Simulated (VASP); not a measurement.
Band structure of KI (rock salt). All values below come from LDA (Ceperley-Alder, Perdew-Zunger) with spin-orbit coupling, VASP's LDA PAW potentials (set 64) (plane waves; VASP).

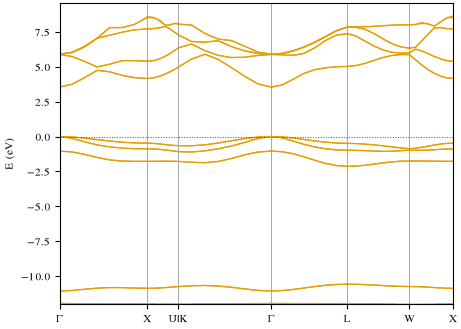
Figure. Bands along high-symmetry lines, zero at the valence-band maximum or, without a gap, the Fermi level

Read the plot: is there a gap, and where are the band edges?

The gap is direct, 3.54 eV, from the valence maximum at Γ to the conduction minimum at Γ.

Measured: gap 6.10 eV (computed value off by -2.56 eV), as given by Aguado et al., (1998), arXiv:cond-mat/9809176.

The compound is KI in the rock salt structure. It was relaxed first, which changed the volume by -10 %.
